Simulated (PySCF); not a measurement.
C₄H₂F₂S (SMILES Fc1cscc1F)

```yaml
atoms:
  - { symbol: F, position_ang: [1.3498, 1.7641, 0.5006] }
  - { symbol: C, position_ang: [0.6758, 0.6547, 0.1834] }
  - { symbol: C, position_ang: [1.2677, -0.5214, -0.1513] }
  - { symbol: S, position_ang: [0.0994, -1.7282, -0.4958] }
  - { symbol: C, position_ang: [-1.1982, -0.6503, -0.1894] }
  - { symbol: C, position_ang: [-0.7425, 0.5805, 0.1616] }
  - { symbol: F, position_ang: [-1.5386, 1.6128, 0.4552] }
  - { symbol: H, position_ang: [2.3152, -0.7340, -0.2102] }
  - { symbol: H, position_ang: [-2.2152, -0.9721, -0.2792] }
```

Geometry: GFN2-xTB.

Theory: PySCF, CAM-B3LYP/def2-SVPD, SCF density, gas phase.

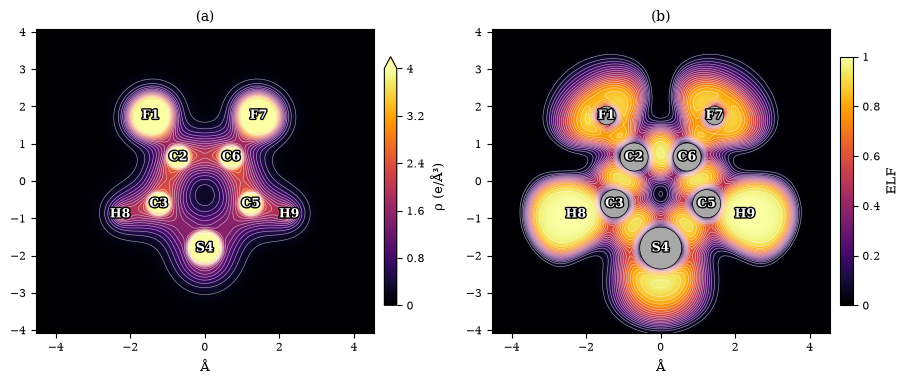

Figure 1. (a) electron density; (b) electron localisation function on the molecular plane. Grey discs cover the atomic cores in the ELF map.

What does the map show?

Answer. The section cuts through F, C, S and H sites.
C–F (1.34 Å): ρ is about 2.3 e/Å³ halfway; the ELF peaks at about 0.85 between the atoms; a shared but strongly polarised pair.
C–C (1.36 Å): the density is about 2.2 e/Å³ at the midpoint; the ELF peaks at about 0.95 between the atoms; localised, covalent bonding.
C–S (1.71 Å): ρ is about 1.5 e/Å³ halfway; the ELF peaks at about 0.95 between the atoms, as expected for localised, covalent bonding.
C–H (1.07 Å): ρ at the midpoint is about 2.1 e/Å³; the ELF climbs to about 1 towards the hydrogen, as it does in any bond to H; a covalent bond by its length.
C–C (1.42 Å): ρ is about 2 e/Å³ halfway; the ELF peaks at about 0.95 between the atoms; a covalent bond.
The ELF also peaks beside S4, F1 and F7, away from the bonds: lone-pair regions.

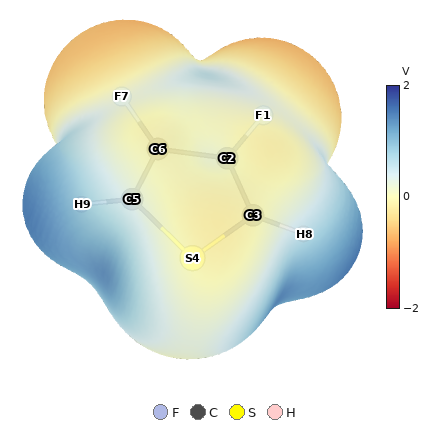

Figure 2. The molecular electrostatic potential painted on the density surface at 0.002 e/bohr³, seen at a tilt; the colour scale runs from red (negative) to blue (positive).

Which sites attract a positive test charge, and which a negative one?

Answer. A positive charge is drawn to the negative regions and a negative charge to the positive ones. The most negative region (about −0.7 V, or −16 kcal/mol for a unit charge) lies over F1 and F7, the most positive (about +1.5 V, or +35 kcal/mol for a unit charge) over S4, H8 and H9.

How polar is the molecule by this calculation?

Answer. Its dipole moment is 2.19 D.
